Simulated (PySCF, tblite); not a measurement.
# C4H12N2OSi: geometry, infrared bands and NMR shifts

Wanted: the infrared bands and NMR shifts of C4H12N2OSi (`N[Si](N)(O)C1CCC1`), by calculation.

Computed with tblite 0.8.0 and PySCF 2.14.0, with density-fitted response routines of our own, on a single molecule in the gas phase. Atoms count from 0, in the outputs and in this text.

**1. The starting structure**

20 atoms, charge 0, multiplicity 1; geometry from: force field or distance geometry start.

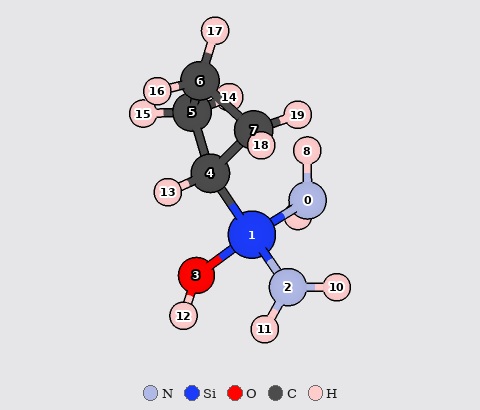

The starting geometry (nitrogen light blue, silicon blue, oxygen red, carbon dark grey, hydrogen pink), atoms numbered; sticks join atoms by distance.

**2. Optimising the geometry with GFN2-xTB**

Job settings and geometry (Å):

```
{"job": {"kind": "relax", "xc": "GFN2-xTB", "basis": "xTB"}, "charge": 0, "multiplicity": 1}
N      1.566000     1.671500    -0.179300
Si     1.330500    -0.083700     0.017100
N      1.878100    -0.700900     1.598400
O      2.210100    -0.839700    -1.260500
C     -0.446900    -0.564400    -0.104700
C     -1.267500     0.183400    -1.161300
C     -2.424500    -0.069100    -0.204400
C     -1.373700     0.105100     0.902600
H      0.676300     2.174800    -0.383700
H      2.246100     1.851900    -0.935200
H      2.130600     0.006600     2.288000
H      2.413400    -1.568200     1.584800
H      2.642100    -1.672000    -0.949700
H     -0.581900    -1.644300    -0.246800
H     -0.985800     1.252500    -1.231500
H     -1.321200    -0.365400    -2.095500
H     -2.758500    -1.114400    -0.310800
H     -3.217100     0.683100    -0.224100
H     -1.560500    -0.472100     1.821800
H     -1.160800     1.176100     1.071500
```

Command:

```console
OMP_NUM_THREADS=1 python probes_run.py task.json out
```

The driver reads the jobs from task.json and runs them one after another.

**Question.** This job is followed by: GFN2-xTB harmonic vibrations, gas phase; GIAO PBE0/pcSseg-1 NMR shielding, non-relativistic, gas phase. What will the session give for the following? strongest single infrared mode (GFN2-xTB); zero-point energy (GFN2-xTB); ¹³C shifts against TMS (PBE0/pcSseg-1, means over atoms taken as alike); ¹H shifts against TMS (PBE0/pcSseg-1, means over atoms taken as alike); ¹⁵N shifts against NH3 (PBE0/pcSseg-1, means over atoms taken as alike); ²⁹Si shifts against TMS (PBE0/pcSseg-1); ¹⁷O shifts against H2O (PBE0/pcSseg-1); surface potential, least and greatest.

The runs gave:

```
                                                               quantity                                         value
                              strongest single infrared mode (GFN2-xTB)                          940 cm⁻¹, 339 km/mol
                                           zero-point energy (GFN2-xTB)                                103.8 kcal/mol
¹³C shifts against TMS (PBE0/pcSseg-1, means over atoms taken as alike)                          21.3, 21.1, 20.1 ppm
 ¹H shifts against TMS (PBE0/pcSseg-1, means over atoms taken as alike)  2.31, 2.06, 2.00, 1.98, 1.83, 0.99, 0.51 ppm
¹⁵N shifts against NH3 (PBE0/pcSseg-1, means over atoms taken as alike)                                      22.9 ppm
                                ²⁹Si shifts against TMS (PBE0/pcSseg-1)                                     -21.6 ppm
                                 ¹⁷O shifts against H2O (PBE0/pcSseg-1)                                      36.6 ppm
                                  surface potential, least and greatest                            -1.52 V and 1.73 V
```

The optimisation took 135 steps and gained 1.017 eV; among the close pairs (by a distance rule), Si1–O3 changed most, from 1.726 to 1.635 Å. The lowest mode is slightly imaginary (13i cm⁻¹), a soft motion within the noise of the Hessian, so the minimum is not strictly shown. The strongest single mode, at 940 cm⁻¹, has its largest shares on Si1, N2 and N0 (the list is cut at 3 atoms). Unscaled tight-binding wavenumbers are off by several per cent, some by more. Its intensities can rank the bands wrongly. At PBE0/pcSseg-1: The widest tensor belongs to O3: span 65 ppm, with a paramagnetic part of -89 ppm.
